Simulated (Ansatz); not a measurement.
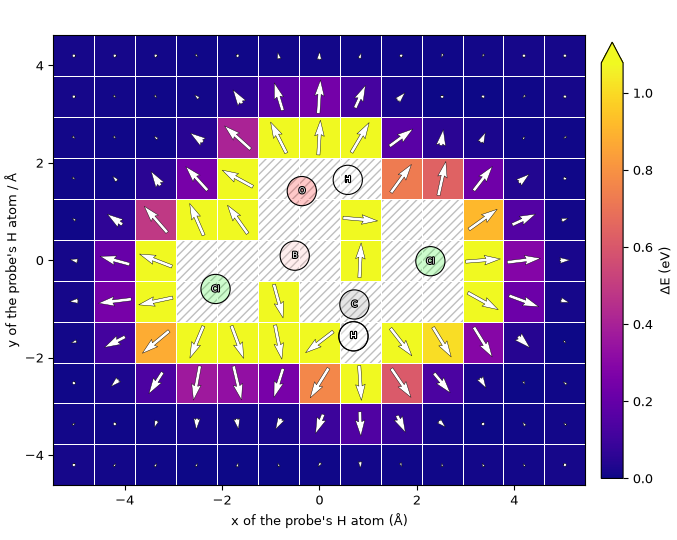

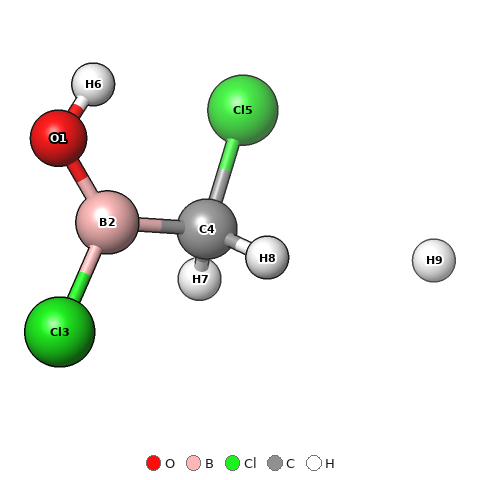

Energy landscape of CH₃BCl₂O (SMILES OB(Cl)CCl) with the probe H. 
- The probe is moved over the molecule's main plane.
- The first coordinate is: x of the probe's H atom; the second: y of the probe's H atom.
- Nothing is relaxed (molecule and probe rigid).
- Grid: 13 × 11 points. At 20 points there is no value (left out of the scan, as a rule where atoms come close).
- Points are written as (first, second).
- Energies are in eV, from the lowest grid point.
- Energies and slopes of some neighbouring points disagree (a jump in structure or state, or too coarse a mesh).
- Level of theory: UKS PBE0-D4/def2-SVP in Ansatz 0.2.0.

Drawn: one coloured cell a grid point, arrows along the force (downhill), their lengths compressed, labelled circles for the molecule's atoms, projected on the plane, one colour for all values above the top of the scale, hatched blanks where no value was computed. The second picture is the structure at the lowest point.

**Summarise what can be read from the map.**

The lowest grid point is at (3.36 Å, −3.36 Å) [nearest 2 H at 3.33 Å]. The highest grid point, (−0.84 Å, −0.84 Å) [nearest 1 B at 0.99 Å], lies 5.94 eV above the lowest.

The values on the grid:

| y of the probe's H atom ↓, x of the probe's H atom → | −5.04 | −4.20 | −3.36 | −2.52 | −1.68 | −0.84 | 0.00 | 0.84 | 1.68 | 2.52 | 3.36 | 4.20 | 5.04 |
| --- | --- | --- | --- | --- | --- | --- | --- | --- | --- | --- | --- | --- | --- |
| 4.20 | 0.02 | 0.01 | 0.01 | 0.01 | 0.01 | 0.01 | 0.01 | 0.01 | 0.00 | 0.01 | 0.01 | 0.01 | 0.02 |
| 3.36 | 0.01 | 0.01 | 0.01 | 0.01 | 0.05 | 0.18 | 0.24 | 0.12 | 0.02 | 0.00 | 0.00 | 0.01 | 0.01 |
| 2.52 | 0.01 | 0.00 | 0.01 | 0.05 | 0.41 | 1.76 | 2.80 | 1.37 | 0.17 | 0.05 | 0.02 | 0.01 | 0.01 |
| 1.68 | 0.01 | 0.01 | 0.05 | 0.25 | 1.50 | – | – | – | 0.73 | 0.64 | 0.23 | 0.04 | 0.01 |
| 0.84 | 0.01 | 0.06 | 0.49 | 1.77 | 3.95 | – | – | 4.71 | – | – | 0.91 | 0.15 | 0.01 |
| 0.00 | 0.01 | 0.21 | 2.01 | – | – | – | – | 5.27 | – | – | 3.18 | 0.29 | 0.02 |
| −0.84 | 0.02 | 0.25 | 2.45 | – | – | 5.94 | – | – | – | – | 2.04 | 0.22 | 0.01 |
| −1.68 | 0.01 | 0.11 | 0.88 | 3.97 | 3.67 | 1.48 | 2.82 | – | 2.94 | 1.01 | 0.29 | 0.05 | 0.00 |
| −2.52 | 0.01 | 0.02 | 0.14 | 0.37 | 0.33 | 0.26 | 0.76 | 1.38 | 0.61 | 0.13 | 0.02 | 0.00 | 0.00 |
| −3.36 | 0.01 | 0.01 | 0.01 | 0.02 | 0.01 | 0.02 | 0.09 | 0.14 | 0.08 | 0.01 | 0.00 | 0.01 | 0.01 |
| −4.20 | 0.01 | 0.01 | 0.01 | 0.00 | 0.00 | 0.00 | 0.01 | 0.01 | 0.01 | 0.01 | 0.01 | 0.01 | 0.02 |

Time for the 123 points that were run: 10 min on 1 thread of Intel(R) Xeon(R) 6975P-C (Granite Rapids), on a shared host.
